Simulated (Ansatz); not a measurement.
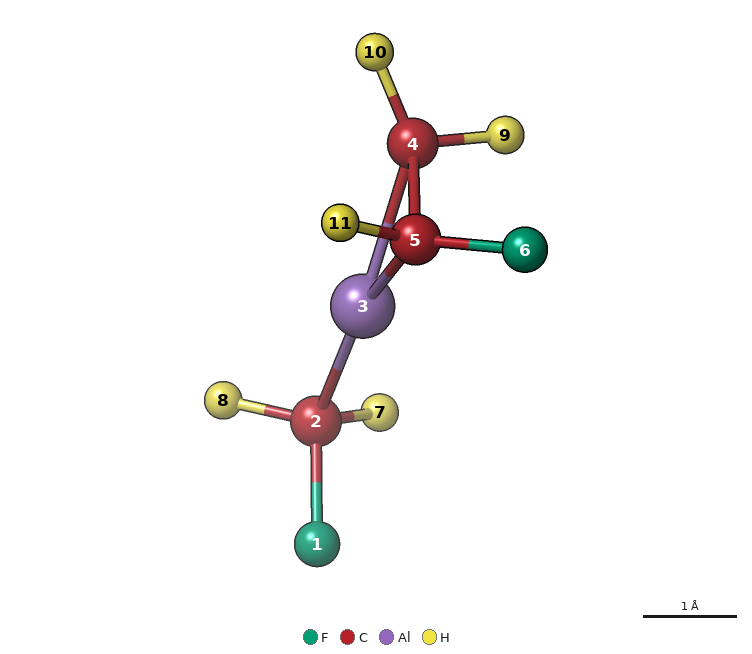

Orthographic view. Distant atoms are faded towards the background colour. The geometry was computed by an optimisation with PBE0-D4/def2-TZVP. No frequency run is at hand to confirm it as a minimum.

Give the geometry as a Z-matrix, atoms in numerical order, with these reference atoms: 2 to 1; 3 to 2, 1; 4 to 3, 2, 1; 5 to 4, 3, 2; 6 to 5, 4, 3; 7 to 2, 1, 3; 8 to 2, 7, 1; 9 to 4, 5, 6; 10 to 4, 9, 5; 11 to 5, 6, 4.

```
F  
C    1   1.392
Al   2   1.978   1   111.9
C    3   1.917   2   149.0   1   166.0
C    4   1.544   3    66.5   2  -172.9
F    5   1.381   4   116.6   3   127.0
H    2   1.097   1   108.2   3   122.2
H    2   1.097   7   106.5   1  -116.1
H    4   1.100   5   110.0   6    31.6
H    4   1.088   9   109.8   5   133.1
H    5   1.094   6   108.5   4  -125.9
```
